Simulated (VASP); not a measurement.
Band structure of GeI2 (space group Fm-3m). Method: PBE GGA, VASP's PBE PAW potentials (set 64) (plane waves; VASP).

Unless said otherwise, spin-orbit coupling is left out, though it shifts the bands of the heavy elements here.

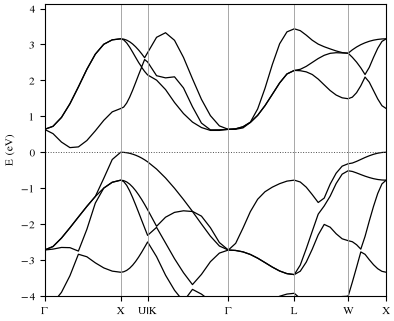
Figure: Bands along high-symmetry lines, zero at the valence-band maximum or, without a gap, the Fermi level

Read the plot: is there a gap, and where are the band edges?

The gap is indirect, 0.13 eV, from the valence maximum at X to the conduction minimum at Γ-X at 0.33.

The structure was generated: GeI2 was put into an ordered model structure, which need not be its known phase. The cell was not relaxed at this level.
